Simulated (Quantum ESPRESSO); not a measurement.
# SrNi2As2 (I4/mmm): zone-centre phonons

Which modes does SrNi2As2 (I4/mmm) have at the zone centre?

Calculated with Quantum ESPRESSO 7.5; DFT LDA, scalar-relativistic, plane waves, GBRV ultrasoft pseudopotentials.

### Step 1. The structure

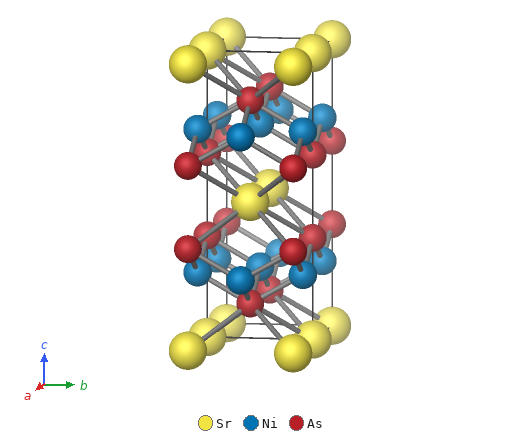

The starting structure, seen slightly off an axis (strontium yellow, nickel blue, arsenic red). 2×1×1 cells are drawn. This picture shows the conventional cell, with its axes. Some periodic images of atoms are drawn too.

### Step 2. A first look

Before anything dear is run, a loose run with smearing shows whether this is a metal and how far the cell is from rest.

probe.in reads:

```
&control
   calculation = 'scf'
   prefix = 'x'
   outdir = './tmp'
   pseudo_dir = './pseudo'
   tprnfor = .true.
   tstress = .true.
   verbosity = 'high'
/
&system
   ibrav = 0
   nat = 5
   ntyp = 3
   ecutwfc = 45.0
   ecutrho = 270.0
   occupations = 'smearing'
   smearing = 'gaussian'
   degauss = 0.01
/
&electrons
   conv_thr = 1.0d-07
   mixing_beta = 0.7
   electron_maxstep = 100
/
ATOMIC_SPECIES
 Sr     87.6200  Sr.upf
 Ni     58.6934  Ni.upf
 As     74.9216  As.upf
CELL_PARAMETERS angstrom
    -2.036627732    2.036627732    5.495600088
     2.036627732   -2.036627732    5.495600088
     2.036627732    2.036627732   -5.495600088
ATOMIC_POSITIONS crystal
 Sr     0.000000000   0.000000000   0.000000000
 Ni     0.750000000   0.250000000   0.500000000
 Ni     0.250000000   0.750000000   0.500000000
 As     0.645273230   0.645273230   0.000000000
 As     0.354726770   0.354726770   0.000000000
K_POINTS automatic
 6 6 6 0 0 0
```

Started as:

```sh
$ OMP_NUM_THREADS=1 mpirun -n 4 pw.x -nk 4 -in probe.in > probe.out
```

The log of the run:

```text
[banners, grids, parts of the stress and lines that vanish by symmetry left out]
Program PWSCF v.7.5
     Message from routine setup:
     using ibrav=0 with symmetry is DISCOURAGED, use correct ibrav instead
[...]
kinetic-energy cutoff     =      45.0000  Ry
     charge density cutoff     =     270.0000  Ry
     scf convergence threshold =      1.0E-07
[...]
Exchange-correlation= SLA  PZ   NOGX NOGC
                           (   1   1   0   0   0   0   0)
[...]
16 Sym. Ops., with inversion, found
[...]
(     0          1          0      )
                  (     0          0          1      )
[...]
(  0.0000000  1.0000000 -0.0000000 )
                  (  0.0000000  0.0000000  1.0000000 )
[...]
(     1          0          0      )
                  (    -1         -1         -1      )
[...]
( -1.0000000 -0.0000000  0.0000000 )
                  ( -0.0000000  0.0000000 -1.0000000 )
[...]
number of k points=    30  Gaussian smearing, width (Ry)=  0.0100
[...]
End of self-consistent calculation
[...]
the Fermi energy is    10.9380 ev
!    total energy              =    -836.47272173 Ry
[...]
convergence has been achieved in  19 iterations
[...]
atom    1 type  1   force =     0.00000000    0.00000000    0.00000000
     atom    2 type  2   force =     0.00000000    0.00000000    0.00000000
     atom    3 type  2   force =    -0.00000000   -0.00000000    0.00000000
     atom    4 type  3   force =     0.00000000    0.00000000    0.00089802
     atom    5 type  3   force =    -0.00000000   -0.00000000   -0.00089802
[...]
Total force =     0.001270     Total SCF correction =     0.000254
[...]
total   stress  (Ry/bohr**3)                   (kbar)     P=      -43.94
[...]
XML data file, charge density, pseudopotentials, collected wavefunctions

   JOB DONE.
```

The job ended after 79 s (4 MPI ranks of Arm Neoverse V1, shared host).

Read from the output:

```yaml
volume_per_atom: 18.24 Å³
pressure: -4.394 GPa
gap_on_the_k_mesh: 0 eV
```

No gap opens on this mesh, so smearing is kept; the start stands at -4.4 GPa.

### Step 3. Relaxation

The relaxation runs at a cutoff a fifth above that of the response, since stress converges more slowly with the basis than frequencies do. Forces and stress are brought to rest with tight thresholds.

relax.in, as its differences from probe.in of step 2:

```diff
@@ -1,3 +1,3 @@
 &control
-   calculation = 'scf'
+   calculation = 'vc-relax'
    prefix = 'x'
@@ -7,3 +7,5 @@
    tstress = .true.
-   verbosity = 'high'
+   forc_conv_thr = 2.0d-05
+   etot_conv_thr = 1.0d-07
+   nstep = 40
 /
@@ -13,12 +15,17 @@
    ntyp = 3
-   ecutwfc = 45.0
-   ecutrho = 270.0
+   ecutwfc = 54
+   ecutrho = 324.0
    occupations = 'smearing'
-   smearing = 'gaussian'
-   degauss = 0.01
+   smearing = 'mv'
+   degauss = 0.02
 /
 &electrons
-   conv_thr = 1.0d-07
+   conv_thr = 1.0d-11
    mixing_beta = 0.7
    electron_maxstep = 100
+/
+&ions
+/
+&cell
+   press_conv_thr = 0.2
 /
```

Started as:

```sh
$ OMP_NUM_THREADS=1 mpirun -n 4 pw.x -nk 4 -in relax.in > relax.out
```

The log of the run:

```text
[banners, grids, parts of the stress and lines that vanish by symmetry left out]
[banner, memory and clock lines left out]
Program PWSCF v.7.5

[...]
kinetic-energy cutoff     =      54.0000  Ry
     charge density cutoff     =     324.0000  Ry
     scf convergence threshold =      1.0E-11
[...]
energy convergence thresh.=      1.0E-07
     force convergence thresh. =      2.0E-05
     press convergence thresh. =      2.0E-01
     Exchange-correlation= SLA  PZ   NOGX NOGC
                           (   1   1   0   0   0   0   0)
[...]
16 Sym. Ops., with inversion, found
[...]
number of k points=    30  Marzari-Vanderbilt smearing, width (Ry)=  0.0200
[...]
c_bands:  1 eigenvalues not converged
[...]
End of self-consistent calculation
[...]
the Fermi energy is    10.9495 ev
!    total energy              =    -836.47260155 Ry
[...]
convergence has been achieved in  25 iterations
[...]
atom    1 type  1   force =    -0.00000000    0.00000000   -0.00000000
     atom    2 type  2   force =    -0.00000000   -0.00000000   -0.00000000
     atom    3 type  2   force =     0.00000000    0.00000000   -0.00000000
     atom    4 type  3   force =    -0.00000000    0.00000000    0.00093435
     atom    5 type  3   force =     0.00000000    0.00000000   -0.00093435
     Total force =     0.001321     Total SCF correction =     0.000000
[...]
total   stress  (Ry/bohr**3)                   (kbar)     P=      -47.58
[...]
number of bfgs steps    =   0
[...]
CELL_PARAMETERS (angstrom)
[...]
ATOMIC_POSITIONS (crystal)
Sr               0.0000000000       -0.0000000000        0.0000000000
Ni               0.7500000000        0.2500000000        0.5000000000
Ni               0.2500000000        0.7500000000        0.5000000000
As               0.6453182147        0.6453182147        0.0000000000
[...]
New effective cutoffs (rho, wfc):  329.12   54.95
[...]
End of self-consistent calculation
[...]
the Fermi energy is    11.3061 ev
!    total energy              =    -836.47626734 Ry
[...]
convergence has been achieved in  10 iterations
[...]
atom    1 type  1   force =     0.00000000   -0.00000000    0.00000000
     atom    2 type  2   force =    -0.00000000   -0.00000000    0.00000000
     atom    3 type  2   force =     0.00000000    0.00000000   -0.00000000
     atom    4 type  3   force =    -0.00000000   -0.00000000   -0.00756123
     atom    5 type  3   force =    -0.00000000   -0.00000000    0.00756123
     Total force =     0.010693     Total SCF correction =     0.000001
[...]
total   stress  (Ry/bohr**3)                   (kbar)     P=      -24.74
[...]
number of bfgs steps    =   1
[...]
CELL_PARAMETERS (angstrom)
[...]
ATOMIC_POSITIONS (crystal)
[...]
New effective cutoffs (rho, wfc):  336.08   56.36
[...]
End of self-consistent calculation
[...]
the Fermi energy is    11.7409 ev
!    total energy              =    -836.47813056 Ry
[...]
convergence has been achieved in   9 iterations
[...]
atom    1 type  1   force =     0.00000000    0.00000000    0.00000000
     atom    2 type  2   force =     0.00000000    0.00000000    0.00000000
     atom    3 type  2   force =    -0.00000000   -0.00000000    0.00000000
     atom    4 type  3   force =    -0.00000000   -0.00000000   -0.01554189
[...]
number of bfgs steps    =   9
[...]
the Fermi energy is    12.2190 ev
!    total energy              =    -836.48283506 Ry
[...]
convergence has been achieved in   8 iterations
[...]
Total force =     0.004814     Total SCF correction =     0.000004
[...]
total   stress  (Ry/bohr**3)                   (kbar)     P=       -1.38
[...]
number of bfgs steps    =  10
[...]
the Fermi energy is    12.2065 ev
!    total energy              =    -836.48290737 Ry
[...]
convergence has been achieved in   8 iterations
[...]
Total force =     0.000362     Total SCF correction =     0.000000
[...]
total   stress  (Ry/bohr**3)                   (kbar)     P=       -0.57
[...]
number of bfgs steps    =  11
[...]
New effective cutoffs (rho, wfc):  385.28   64.62
[...]
the Fermi energy is    12.2113 ev
!    total energy              =    -836.48290757 Ry
[...]
convergence has been achieved in   7 iterations
[...]
Total force =     0.000046     Total SCF correction =     0.000001
[...]
total   stress  (Ry/bohr**3)                   (kbar)     P=       -0.13
[...]
number of bfgs steps    =  12
[...]
CELL_PARAMETERS (angstrom)
[...]
ATOMIC_POSITIONS (crystal)
[...]
New effective cutoffs (rho, wfc):  385.29   64.62
[...]
End of self-consistent calculation
[...]
the Fermi energy is    12.2129 ev
!    total energy              =    -836.48290760 Ry
[...]
convergence has been achieved in   7 iterations
[...]
atom    3 type  2   force =    -0.00000000   -0.00000000   -0.00000000
     atom    4 type  3   force =     0.00000000   -0.00000000   -0.00000284
     atom    5 type  3   force =    -0.00000000   -0.00000000    0.00000284
     Total force =     0.000004     Total SCF correction =     0.000000
[...]
total   stress  (Ry/bohr**3)                   (kbar)     P=       -0.01
[...]
bfgs converged in  14 scf cycles and  13 bfgs steps
[...]
End of BFGS Geometry Optimization
     Final enthalpy           =    -836.4829075965 Ry
     File ./tmp/x.bfgs deleted, as requested
[...]
CELL_PARAMETERS (angstrom)
[...]
ATOMIC_POSITIONS (crystal)
[...]
As               0.6370773163        0.6370773163        0.0000000000
As               0.3629226837        0.3629226837       -0.0000000000
[...]
Final scf calculation at the relaxed structure.
[...]
kinetic-energy cutoff     =      54.0000  Ry
     charge density cutoff     =     324.0000  Ry
     scf convergence threshold =      1.6E-13
[...]
press convergence thresh. =      2.0E-01
     Exchange-correlation= SLA  PZ   NOGX NOGC
                           (   1   1   0   0   0   0   0)
[...]
16 Sym. Ops., with inversion, found
[...]
number of k points=    30  Marzari-Vanderbilt smearing, width (Ry)=  0.0200
[...]
c_bands:  2 eigenvalues not converged
     c_bands:  3 eigenvalues not converged
     c_bands:  2 eigenvalues not converged
[...]
c_bands:  3 eigenvalues not converged
     c_bands:  2 eigenvalues not converged
[...]
End of self-consistent calculation
[...]
the Fermi energy is    12.2131 ev
!    total energy              =    -836.48258728 Ry
[...]
convergence has been achieved in  27 iterations
[...]
atom    1 type  1   force =    -0.00000000   -0.00000000    0.00000000
     atom    2 type  2   force =     0.00000000    0.00000000   -0.00000000
     atom    3 type  2   force =    -0.00000000   -0.00000000   -0.00000000
     atom    4 type  3   force =     0.00000000    0.00000000   -0.00004347
     atom    5 type  3   force =    -0.00000000    0.00000000    0.00004347
     Total force =     0.000061     Total SCF correction =     0.000000
[...]
total   stress  (Ry/bohr**3)                   (kbar)     P=       -0.16
[...]
XML data file, charge density, pseudopotentials, collected wavefunctions
```

Elapsed: 15 min, on 4 MPI ranks.

The steps of the relaxation:

```
step  energy less that of the first step (eV)  largest force (eV/Å)  volume (Å³)
   1                                   0.0000                0.0240        91.18
   2                                  -0.0499                0.1944        88.99
   3                                  -0.0752                0.3996        86.40
   4                                  -0.0847                0.3700        85.79
   5                                  -0.0958                0.3024        85.31
   6                                  -0.1097                0.1875        84.72
   7                                  -0.1232                0.0296        83.97
   8                                  -0.1321                0.1236        83.14
   9                                  -0.1340                0.1894        82.81
  10                                  -0.1366                0.1545        83.06
  11                                  -0.1392                0.0875        83.24
  12                                  -0.1402                0.0066        83.34
  13                                  -0.1402                0.0008        83.31
  14                                  -0.1402                0.0001        83.30
  15                                  -0.1359                0.0011        83.30
```

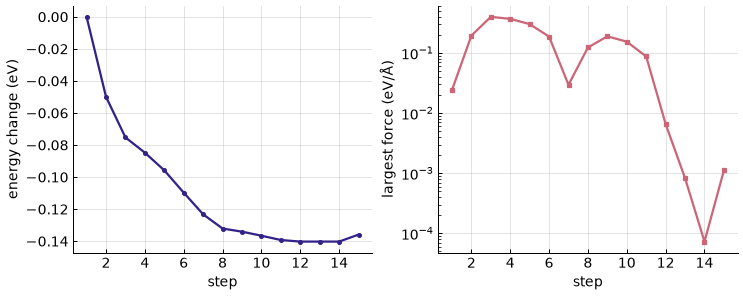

Energy and largest force along the relaxation.

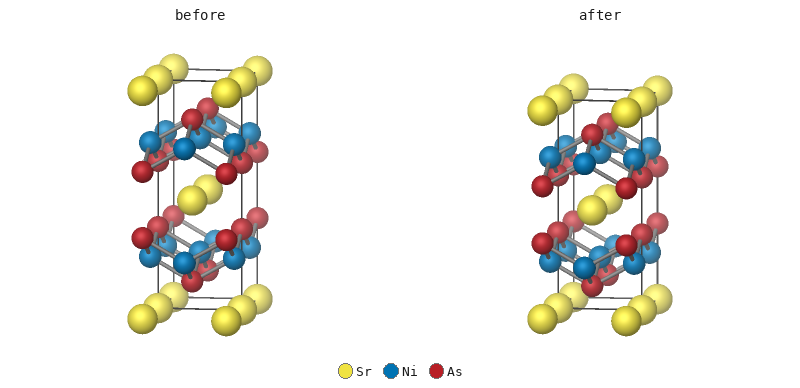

Before and after, at one scale.

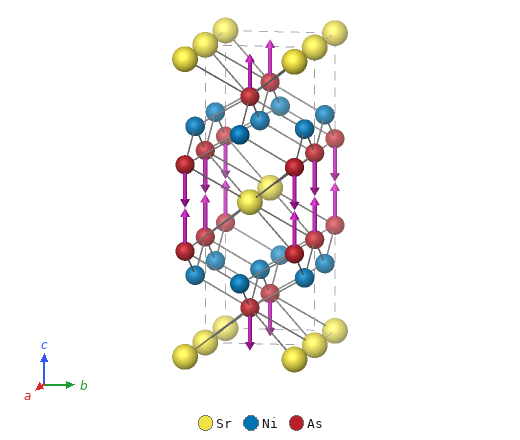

Displacements in the relaxation, exaggerated, measured against the changing cell; the longest in the cell stands for 0.08 Å. 2×1×1 conventional cells are drawn. Some periodic images of atoms are drawn too.

```
conventional cell, symmetrised  before   after  change
                         a (Å)   4.073   4.074  +0.0 %
                         b (Å)   4.073   4.074  +0.0 %
                         c (Å)  10.991  10.037  -8.7 %
              volume (Å³/atom)   18.24   16.66  -8.6 %
```

The atoms that moved most (Å, as changes of fractional coordinates times the final cell):

```
atom     dx     dy      dz  length
 As4  0.000  0.000  -0.082   0.082
 As5  0.000  0.000   0.082   0.082
```

Final coordinates:

```xyz
5
Lattice="-2.0370 2.0370 5.0187 2.0370 -2.0370 5.0187 2.0370 2.0370 -5.0187" Properties=species:S:1:pos:R:3 pbc="T T T"
Sr    0.0000    0.0000    0.0000
Ni    0.0000    2.0370    2.5094
Ni    2.0370    0.0000    2.5094
As    0.0000    0.0000    6.3946
As    0.0000    0.0000    3.6428
```

The last row of the table of steps is pw.x's closing run on a basis chosen anew for the final cell, so its energy can jump.

Read from the output:

| Property | Result |
| --- | --- |
| volume per atom | 16.66 Å³ |
| pressure | -0.01533 GPa |

The volume changes by -8.6 % from the cell with which this run began.

### Step 4. Self-consistent run for the response

Perturbation theory inherits every error of the wavefunctions, so the threshold is set near the limit of the arithmetic. Smearing stays on, as the first look found no gap above 0.3 eV.

scf.in reads:

```
&control
   calculation = 'scf'
   prefix = 'x'
   outdir = './tmp'
   pseudo_dir = './pseudo'
   tprnfor = .true.
   tstress = .true.
/
&system
   ibrav = 0
   nat = 5
   ntyp = 3
   ecutwfc = 45.0
   ecutrho = 270.0
   occupations = 'smearing'
   smearing = 'mv'
   degauss = 0.02
/
&electrons
   conv_thr = 1.0d-12
   mixing_beta = 0.7
   electron_maxstep = 100
/
ATOMIC_SPECIES
 Sr     87.6200  Sr.upf
 Ni     58.6934  Ni.upf
 As     74.9216  As.upf
CELL_PARAMETERS angstrom
    -2.037043085    2.037043085    5.018728751
     2.037043085   -2.037043085    5.018728751
     2.037043085    2.037043085   -5.018728751
ATOMIC_POSITIONS crystal
 Sr     0.000000000   0.000000000   0.000000000
 Ni     0.750000000   0.250000000   0.500000000
 Ni     0.250000000   0.750000000   0.500000000
 As     0.637077316   0.637077316   0.000000000
 As     0.362922684   0.362922684   0.000000000
K_POINTS automatic
 6 6 6 0 0 0
```

Started as:

```sh
$ OMP_NUM_THREADS=1 mpirun -n 4 pw.x -nk 4 -in scf.in > scf.out
```

The log of the run:

```text
[banners, grids, parts of the stress and lines that vanish by symmetry left out]
[banner, memory and clock lines left out]
Program PWSCF v.7.5

[...]
kinetic-energy cutoff     =      45.0000  Ry
     charge density cutoff     =     270.0000  Ry
     scf convergence threshold =      1.0E-12
[...]
Exchange-correlation= SLA  PZ   NOGX NOGC
                           (   1   1   0   0   0   0   0)
[...]
16 Sym. Ops., with inversion, found
[...]
number of k points=    30  Marzari-Vanderbilt smearing, width (Ry)=  0.0200
[...]
c_bands:  1 eigenvalues not converged
[...]
End of self-consistent calculation
[...]
the Fermi energy is    12.2135 ev
!    total energy              =    -836.48188877 Ry
[...]
convergence has been achieved in  22 iterations
[...]
atom    1 type  1   force =    -0.00000000   -0.00000000   -0.00000000
     atom    2 type  2   force =    -0.00000000   -0.00000000   -0.00000000
     atom    3 type  2   force =     0.00000000    0.00000000    0.00000000
     atom    4 type  3   force =     0.00000000    0.00000000   -0.00008095
     atom    5 type  3   force =    -0.00000000   -0.00000000    0.00008095
     Total force =     0.000114     Total SCF correction =     0.000001
[...]
total   stress  (Ry/bohr**3)                   (kbar)     P=        0.19
[...]
XML data file, charge density, pseudopotentials, collected wavefunctions
```

Elapsed: 63 s, on 4 MPI ranks.

This step gave:

```
pressure : 0.01833 GPa
```

The cell stands at 0.018 GPa, close enough for phonons.

(Continued in part 2 of 2.)

[Host names and launcher messages were left out of these logs when they were recorded.]

[Logs are printed without paths, hosts, clocks, repeated set-up lines and the standing remarks that a program may print on its own settings, such as how far it seeks lower states.]

[Hosts, paths, dates, database ids (printed as entryN), source tags and the programs' standing remarks are cut or masked in the printed files.]
